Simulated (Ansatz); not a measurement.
A series of calculations on SiH2OBrF

Part 1: Relaxation

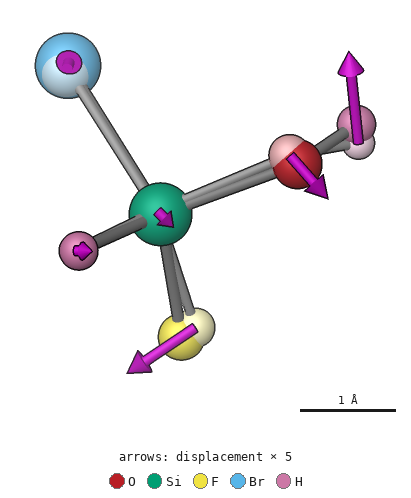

This is a relaxation of SiH2OBrF (coarse preliminary run). The starting structure is drawn faded, the final one solid; purple arrows show the displacements, 5 times their true length. The two geometries are superimposed by the best rigid fit.

The picture is a ball-and-stick view, seen at a tilt.

These are results of RKS PBE-D4/def2-SVP (Ansatz 0.2.0), not measurements. Settings: force threshold 0.03 eV/Å; at most 250 steps.

Question: What happened in the run?

Answer: An H atom moves most after the best rigid fit: 0.21 Å. By element the largest moves are H 0.21 Å, F 0.18 Å, O 0.13 Å, Br 0.08 Å, Si 0.05 Å. Some distances before and after: Br–Si 2.129 → 2.229 Å, H–O 1.020 → 0.974 Å, F–Si 1.604 → 1.630 Å, O–Si 1.632 → 1.654 Å. Among the angles between lasting bonds that change: O–Si–F 106.3° → 110.9°, Si–O–H 113.1° → 117.0°, F–Si–H 112.2° → 109.4°. Groups turn about O–Si by about 20°. The optimiser took 8 steps.

Part 2: Relaxation

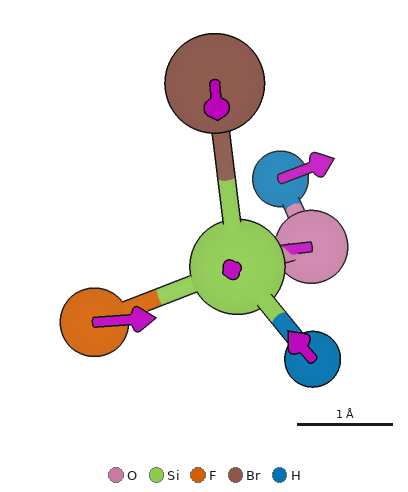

This is a relaxation of SiH₂OBrF. The starting structure is drawn; purple arrows show the displacements, magnified 20 times. The two geometries are superimposed by the best rigid fit.

The picture is a ball-and-stick view, seen from a free direction.

Theory: RKS PBE0-D4/def2-TZVP in Ansatz.

The input:
```yaml
crystal:
  periodic: [false, false, false]
  atoms:
    - {symbol: O, position_ang: [0.724114, 1.098166, -0.320561]}
    - {symbol: Si, position_ang: [0.088854, -0.337372, 0.200636]}
    - {symbol: F, position_ang: [0.228456, -1.486038, -0.948017]}
    - {symbol: Br, position_ang: [-2.089166, -0.155652, 0.639001]}
    - {symbol: H, position_ang: [0.240003, 1.566578, -1.023927]}
    - {symbol: H, position_ang: [0.849739, -0.749582, 1.406669]}
basis:
  gaussian: {orbitals: def2-TZVP}
hamiltonian: {xc: pbe0, dispersion: d4}
relax: {f_tol: 0.005, max_steps: 200}
```

Q: What did the optimiser do to the structure, and how much energy did it gain?

A: The atom that moves furthest after the best rigid fit is O1 (0.044 Å). By element the largest moves are O 0.044 Å, H 0.038 Å, F 0.038 Å, Br 0.034 Å, Si 0.014 Å. Among the contacts that change: Si2–F3 1.630 → 1.586 Å, O1–Si2 1.654 → 1.618 Å, Si2–Br4 2.229 → 2.205 Å, Si2–H6 1.484 → 1.466 Å. Among the angles between lasting bonds that change: Si2–O1–H5 117.0° → 119.8°. Over 6 geometry steps the energy falls by 0.068 eV. The largest force component goes from 1 to 0.0041 eV/Å. The run took about 40 core-seconds on a shared host.

Part 3: Scan

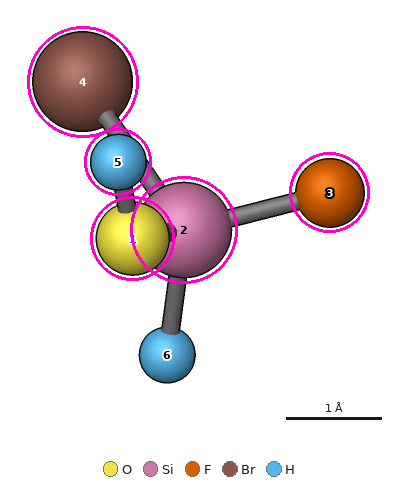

SiH2OBrF: the F3–Si2–Br4 angle and the H5–O1–Si2–F3 dihedral angle are varied on a grid, with the rest of the molecule carried along rigidly. The picture shows the minimum geometry. The ringed atoms are those of the scanned coordinate. The picture is a ball-and-stick view, seen almost along the central bond, with a slight tilt.

Computed with Ansatz: CCSD(T), basis def2-TZVPP, on geometries moved rigidly from the minimum at PBE0-D4/def2-TZVP. Coupled cluster with a frozen core. Energies are counted from the PBE0-D4/def2-TZVP minimum geometry at the same level.

```xyz
6

O     0.7103    1.0609   -0.3398
Si    0.0938   -0.3387    0.1881
F     0.2290   -1.4738   -0.9119
Br   -2.0602   -0.1487    0.6219
H     0.2302    1.5780   -0.9889
H     0.8389   -0.7416    1.3845
```

> Predict the energy profile on a grid with rows 76.3, 91.3, 106.3, 121.3, 136.3 and columns −120.7, −60.7, −0.7, 59.3, 119.3, 179.3 (F3–Si2–Br4 angle (°); H5–O1–Si2–F3 dihedral angle (°)).

Rows: F3–Si2–Br4 angle (°); columns: H5–O1–Si2–F3 dihedral angle (°); values in eV.

```
       −120.7  −60.7   −0.7   59.3  119.3  179.3
 76.3   1.507  1.556  1.475  1.403  1.586  1.604
 91.3   0.394  0.413  0.376  0.285  0.394  0.453
106.3   0.101  0.097  0.077  0.005  0.036  0.097
121.3   0.311  0.301  0.269  0.242  0.203  0.224
136.3   0.950  0.957  0.887  0.922  0.820  0.764
```

In pairs of (F3–Si2–Br4 angle (°); H5–O1–Si2–F3 dihedral angle (°)): the lowest computed point lies at (106.3, 59.3) (0.005 eV), the highest at (76.3, 179.3) (1.604 eV).

As a map, interpolated between the computed points (dots):

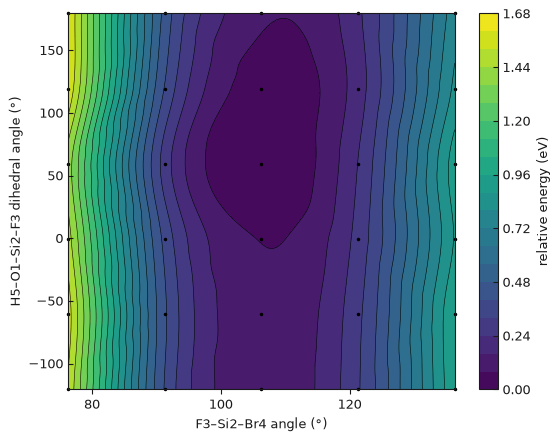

Part 4: Energy map

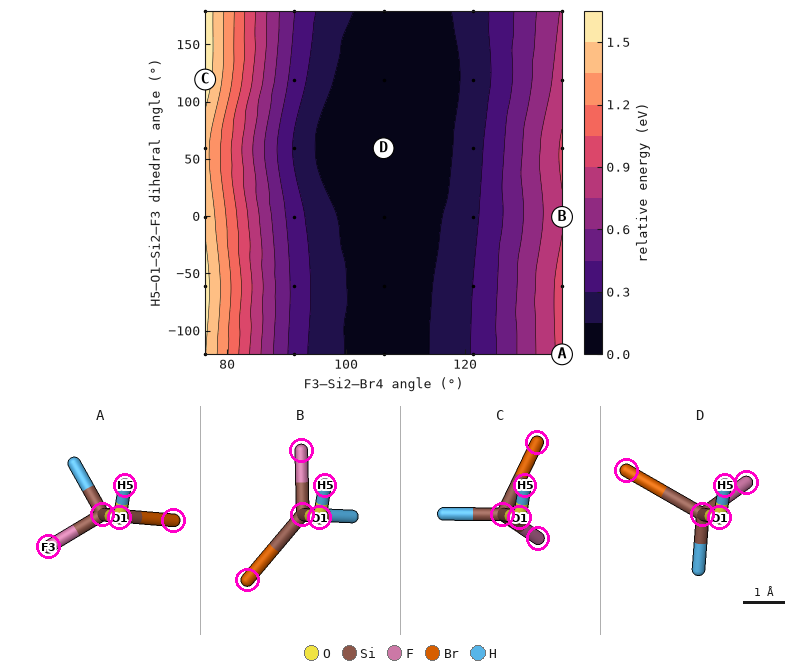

Energy scan for SiH2OBrF, in which the F–Si–Br angle and one H–O–Si–F dihedral angle are varied on a grid, with the rest of the molecule carried along rigidly. The map is interpolated between the computed points (dots). The lettered frames are marked on it. Style: stick. Shown almost along the central bond, with a slight tilt. The ringed atoms are those of the scanned coordinates.

Single-point energies from Ansatz with CCSD(T) in the def2-TZVPP basis, on geometries moved rigidly from the minimum at PBE0-D4/def2-TZVP. Coupled cluster with a frozen core. Energies are counted from the PBE0-D4/def2-TZVP minimum geometry at the same level.

**What does the map show?**

In pairs of (F3–Si2–Br4 angle (°); H5–O1–Si2–F3 dihedral angle (°)): the lowest computed point lies at (106.3, 59.3) (0.005 eV), the highest at (76.3, 179.3) (1.604 eV). The frames lie at A (136.3, −120.7): 0.950 eV, B (136.3, −0.7): 0.887 eV, C (76.3, 119.3): 1.586 eV, D (106.3, 59.3): 0.005 eV.
